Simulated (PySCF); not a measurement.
# Run report: CoH$_{4}$, frequency calculation

System: CoH$_{4}$, multiplicity 4.
Method: UKS-based PBE0, Co def2-TZVP, H def2-TZVP; non-relativistic Hamiltonian; density fitting (PySCF 2.14.0).

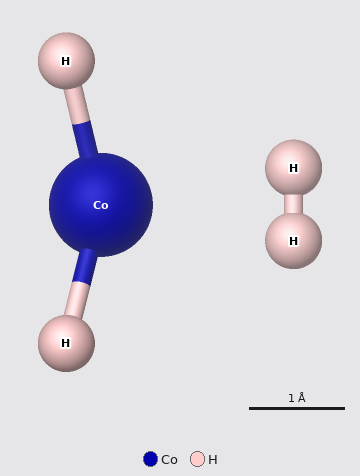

Fig. 1: The structure as given in the input (ball-and-stick view, seen on its broad side). Sticks mark near contacts. Bond lengths as drawn: Co–H 1.58 Å and H–H 0.76 Å.

### The input
```python
from pyscf import gto, scf, dft
mol = gto.M(atom='''
Co    -0.034282    -0.036343    -0.023367
H      1.058318     1.666487     0.393771
H      0.743733    -1.371171     0.322925
H      1.610172     1.137648     0.406662
H     -1.408844     0.691632     0.272642''',
    basis={'Co': 'def2-TZVP', 'H': 'def2-TZVP'},
    charge=0, spin=3)
mf = dft.UKS(mol, xc='PBE0')
mf.grids.atom_grid = (75, 302)
aux = {'Co': 'def2-universal-JKFIT', 'H': 'def2-universal-JKFIT'}
mf = mf.density_fit(auxbasis=aux)
mf.conv_tol = 1e-09
mf.diis_space = 10
mf.max_cycle = 60
mf.verbose = 4
mf.kernel()
```

The script is an equivalent of the set-up of the self-consistent field. The run itself was carried out by a driver, which started from the orbitals of the step before it where there was one and computed the further properties.

Hardware: 2 threads of Intel Xeon (Granite Rapids), 64 GiB of memory available, shared host.

Command:
```bash
OMP_NUM_THREADS=2 python axn.py task.json out
```

### The program's output
```
init E= -1384.84409421352
  alpha nocc = 17  HOMO = -0.255460737195296  LUMO = 0.0198010360152514
  beta  nocc = 14  HOMO = -0.280393432337132  LUMO = -0.0967746780299548
  HOMO = -0.255460737195  LUMO = -0.09677467803  gap/eV = 4.31807
cycle= 1 E= -1384.84409421352  delta_E= 4.55e-13  |g|= 5.66e-06  |ddm|= 3.94e-06
  alpha nocc = 17  HOMO = -0.25546036778187  LUMO = 0.0198016269584143
  beta  nocc = 14  HOMO = -0.280392653172833  LUMO = -0.0967726536824136
  HOMO = -0.255460367782  LUMO = -0.0967726536824  gap/eV = 4.31811
Extra cycle  E= -1384.84409421348  delta_E= 3.96e-11  |g|= 1.5e-05  |ddm|= 7.35e-06
converged SCF energy = -1384.84409421348  <S^2> = 3.764419  2S+1 = 4.007203
```

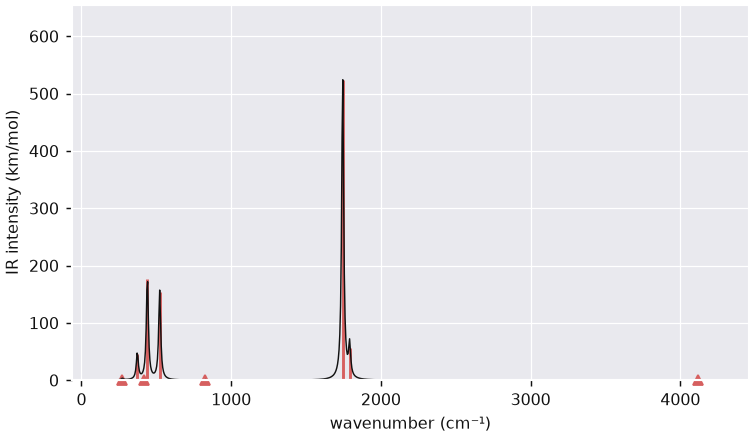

Fig. 2: Harmonic infrared spectrum, unscaled: sticks (degenerate modes added up, dark ones marked on the axis) with a Lorentzian envelope of 16 cm⁻¹ full width, scaled to the tallest stick. 9 modes from 274 to 4119 cm⁻¹, none imaginary. The strongest line is at 1745 cm⁻¹ (524 km/mol). All modes, in cm⁻¹ (km/mol): 274 (2.7), 373 (46), 418 (0.0), 440 (177), 523 (154), 828 (1.0), 1745 (524), 1791 (56), 4119 (0.2).

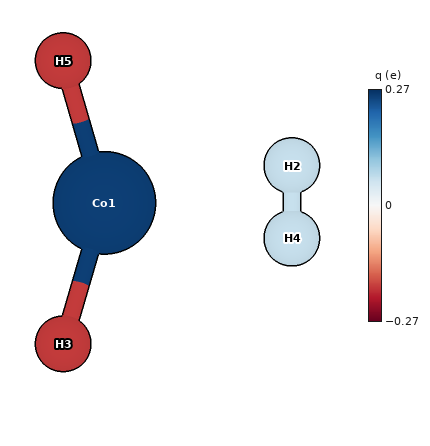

Fig. 3: Mulliken charges, as the colour of each atom (ball-and-stick view, seen at a tilt; atoms are numbered from 1 in the order of the input). By element: Co +0.25 and H −0.19 to +0.06 e.

### Key numbers

| quantity | value |
| --- | --- |
| outcome | converged |
| total energy | −1384.844094 hartree |
| ⟨S²⟩ | 3.764 |
| zero-point energy | 0.023947 hartree |
| dipole moment | 2.53 D |
| wavenumbers, lowest and highest | 274 and 4119 cm⁻¹ |
| wall time | 75 s (CPU time 2.4 min) |
| peak memory | 0.99 GiB |
